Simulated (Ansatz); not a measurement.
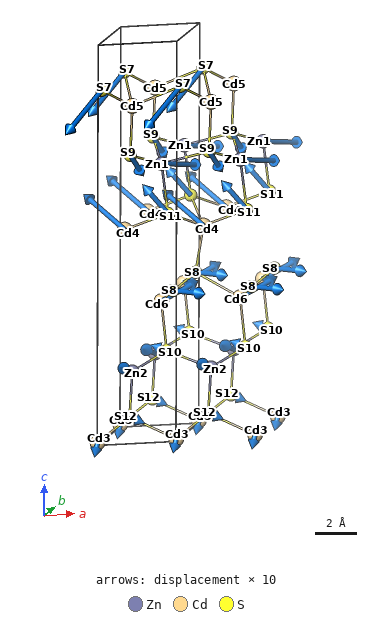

This is a relaxation of a crystal of ZnCd₂S₃ (a generated structure, set up in P1) (coarse preliminary run). The starting structure is drawn; blue arrows show the displacements (the part carried along by the change of the cell is left out), 10 times their true length.

A ball-and-stick model of the cell of the calculation, reduced to other axes, repeated 2 × 2 × 1 with one cell outlined, seen slightly off an axis. Lengths and directions refer to the drawn axes.

All numbers below come from DFT PBE, scalar-relativistic, plane waves, PAW (Ansatz).

Input
```yaml
crystal:
  lattice:
    - [4.1566063095, 0.0708373427, -0.0044280995]
    - [-2.0169562164, 3.417235524, -0.0126167175]
    - [-0.0218827261, -0.0846285785, 20.2294216747]
  atoms:
    - { symbol: Zn, position: [0.6000621705, 0.236157073, 0.3298227848] }
    - { symbol: Zn, position: [0.3850702467, 0.71731449, 0.8364748145] }
    - { symbol: Cd, position: [0.0139086845, 0.0141320989, 0.9937326993] }
    - { symbol: Cd, position: [-0.0793570225, -0.0020371249, 0.5036123287] }
    - { symbol: Cd, position: [0.3364709286, 0.6754193426, 0.170635911] }
    - { symbol: Cd, position: [0.638944854, 0.2652477944, 0.6752459219] }
    - { symbol: S, position: [0.0549104068, 0.0851937279, 0.1153863589] }
    - { symbol: S, position: [0.0649121626, 0.0025808343, 0.6253582774] }
    - { symbol: S, position: [0.3071237889, 0.6306181659, 0.2925694719] }
    - { symbol: S, position: [0.6659546891, 0.3533360411, 0.8005594841] }
    - { symbol: S, position: [0.6641449991, 0.364852558, 0.457914195] }
    - { symbol: S, position: [0.3478540917, 0.657184999, 0.9486877525] }
basis:
  ecutwfc: 420
kpoints:
  mp_grid: { grid: [6, 6, 1] }
hamiltonian:
  xc: pbe
scf:
  occupations: { method: gaussian, width: 0.1 }
  lower_state_search: "off"
output:
  forces: true
  stress: true
  eigenvalues: true
relax:
  adjacent_minimum: "off"
  f_tol: 0.025
  max_steps: 60
  cell: { stress_tol: 0.25 }
```

Run as
```bash
ansatz run input.yaml --threads 4 --pin off --max-ram 8192MiB --backend cpu --events-out ev --progress --plain --runs-dir out
```

### What did the optimiser do to the structure, and how much energy did it gain?

S7 moves most relative to the cell: 0.35 Å roughly along [−3 −3 −1]. By element the largest moves are S 0.35 Å, Zn 0.34 Å, Cd 0.33 Å. Cell: a 3.968 → 4.068 Å (+2.5 %), b 4.092 → 4.069 Å (−0.6 %), c 20.230 → 20.099 Å (−0.6 %), α 89.5° → 90.0°, β 89.6° → 90.0°, γ 62.1° → 60.0°. Volume −0.7 %. Some distances before and after: Cd4–S11 2.849 → 2.533 Å, Cd5–S7 2.839 → 2.536 Å, Zn1–S11 2.625 → 2.349 Å, Zn2–S10 2.696 → 2.448 Å. Bond angles that change, for instance: Cd4–S8–Cd6 127.8° → 112.7°, S8–Cd4–S11 97.1° → 111.4°, S9–Zn1–S11 119.1° → 106.6°. The space group stays P1 (No. 1). Over 3 accepted moves (4 points after the start) the energy falls by 113 meV per atom. The largest force component goes from 2 to 0.01 eV/Å. Pressure: 1.65 GPa at the start and 0.01 GPa at the end. At 1 point the geometry stayed and the basis and grid were re-selected for the new cell (energy shift of 0.1 meV per atom at most each time). The run took 62 s on 4 threads of Arm Neoverse V2 (shared host), peak memory 1 GiB.
